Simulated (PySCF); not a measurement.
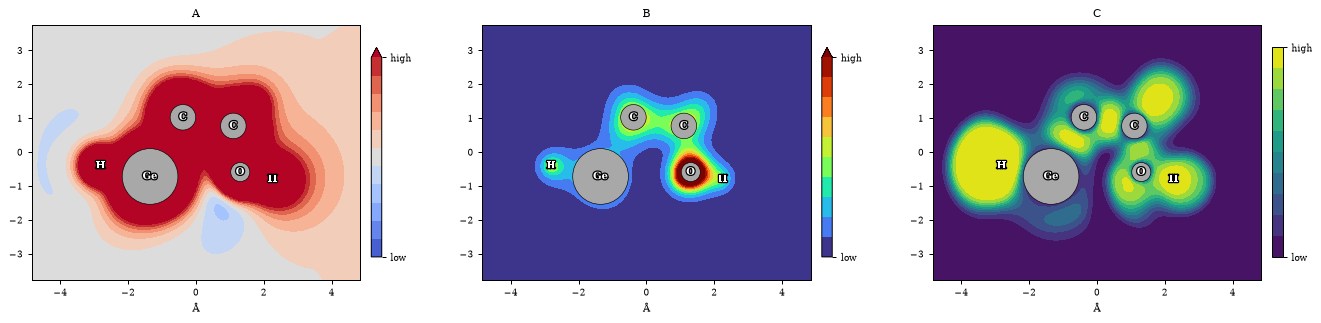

C₂H₇FGeO (SMILES OC[C@H](F)[GeH3]): 3 fields on the plane of atoms C3, Ge5 and H12, with unlabelled colour scales. Grey discs cover the atomic cores.

Geometry: GFN2-xTB.

The calculation used B3LYP/def2-SVPD, SCF density, gas phase in PySCF.

Match the panels to the quantities (electron density, electron localisation function and electrostatic potential).

Answer. Panel A: electrostatic potential (strongly positive close to the atoms, with negative regions outside electron-rich atoms). Panel B: electron density. Panel C: electron localisation function. From the grid: C–O (1.41 Å): ρ at the midpoint is about 2.1 e/Å³, with its minimum of 1.7 e/Å³ about 0.5 Å from C; the ELF peaks at about 0.90 between the atoms, as expected for a shared but strongly polarised pair. C–C (1.52 Å): ρ at the midpoint is about 1.8 e/Å³; the ELF peaks at about 0.95 between the atoms (a shared electron pair).
